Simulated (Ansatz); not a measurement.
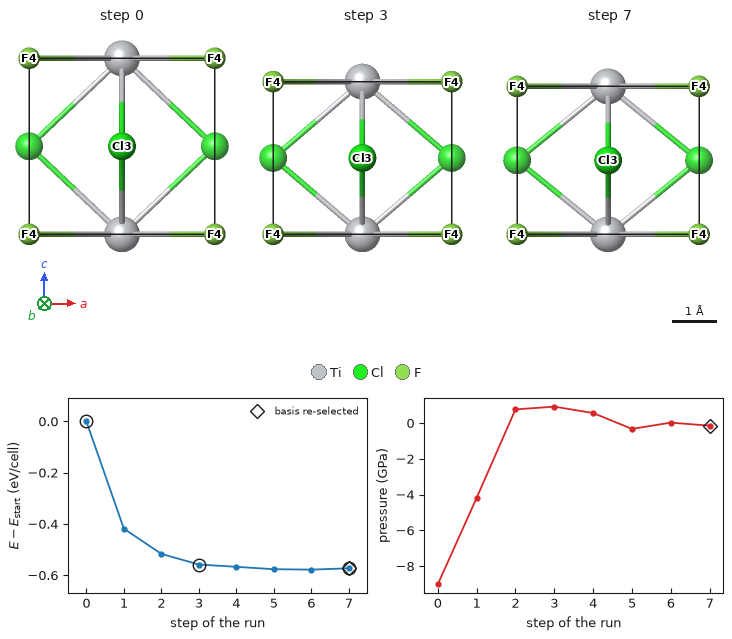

Frames of a relaxation of crystalline TiCl2F (a generated structure, set up in P4/mmm) (coarse preliminary run), marked on the history of the run. A ball-and-stick model of the cell of the calculation, seen along the b axis.

The calculation used Ansatz, DFT PBE, scalar-relativistic, plane waves, PAW.

Input
```yaml
crystal:
  lattice:
    - [4.31692656, 0.0, 0.0]
    - [0.0, 4.31692656, 0.0]
    - [0.0, 0.0, 4.09298705]
  atoms:
    - { symbol: Ti, position: [0.5, 0.5, 0.0], spin: 1.0 }
    - { symbol: Cl, position: [0.0, 0.5, 0.5] }
    - { symbol: Cl, position: [0.5, 0.0, 0.5] }
    - { symbol: F, position: [0.0, 0.0, 0.0] }
basis:
  ecutwfc: 420
kpoints:
  mp_grid: { grid: [4, 4, 4] }
hamiltonian:
  xc: pbe
scf:
  occupations: { method: gaussian, width: 0.1 }
  lower_state_search: "off"
output:
  forces: true
  stress: true
  eigenvalues: true
  populations: true
magnetization:
  spin_polarized: true
relax:
  adjacent_minimum: "off"
  f_tol: 0.04
  max_steps: 70
  cell: { stress_tol: 0.4 }
```

Command:
```bash
ansatz run input.yaml --threads 1 --pin off --max-ram 2560MiB --backend cpu --events-out ev --progress --plain --runs-dir out
```

> What happens along the run?

After 6 accepted moves (7 points after the start) the energy has fallen by 0.573 eV per cell of the calculation. All forces vanish by symmetry, so only the cell relaxes. Pressure: −9.02 GPa at the start and −0.14 GPa at the end. The SCF was repeated once at an unchanged geometry on a basis and grid sized afresh for the cell, which shifted the energy by 5.2 meV per cell of the calculation at most. The atoms keep their places relative to the cell (all moves are under 0.005 Å). The volume changes by −19.4 %, with a = b 4.317 → 4.229 Å (−2.0 %), c 4.093 → 3.439 Å (−16.0 %). Some distances before and after: Ti1–Cl2 2.974 → 2.725 Å, Ti1–F4 3.053 → 2.990 Å. Among the angles between lasting bonds that change: Ti1–Cl3–Ti1 93.1° → 101.8°, Ti1–Cl3–Ti1 86.9° → 78.2°. The space group stays P4/mmm (No. 123). The run took 47 s on 1 thread of Intel(R) Xeon(R) Processor @ 2.70GHz, on a shared host, peak memory 0.41 GiB. From step 0 to 3: volume −19.8 %, energy −0.558 eV per cell of the calculation. From step 3 to 7: volume +0.5 %, energy −14.7 meV per cell of the calculation.

Limits of the set-up: the k-point mesh is coarse for a cell with partly filled bands.
